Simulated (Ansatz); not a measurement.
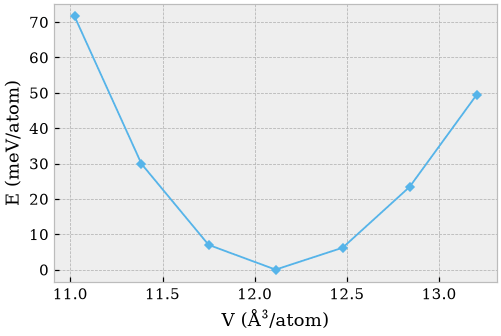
Fig. 1. TaAgO$_{3}$ in space group R-3c (No. 167; Ta on 6b, Ag on 6a, O on 18e) under volume change, r²SCAN in the plane-wave PAW code Ansatz, shape and atoms relaxed at each volume.

### Question
What does a third-order Birch–Murnaghan fit give for V₀, B₀ and B′?

### Answer
V₀ = 12.11 Å³/atom, B₀ = 193 GPa, B′ = 5.0.

The workflow started from a Materials Project entry (that database holds measured and hypothetical structures alike); the Crystallography Open Database copy checked does not list it. COD files the formula under space group No. 161. Its standing as an ambient phase is unchecked. Symmetry was held in the r²SCAN relaxation; phonons show weakly imaginary modes. No spin polarisation was allowed. Scalar-relativistic: spin–orbit coupling is off unless named, which matters more the heavier the elements.

Potentials: the later of the program's two PAW sets.
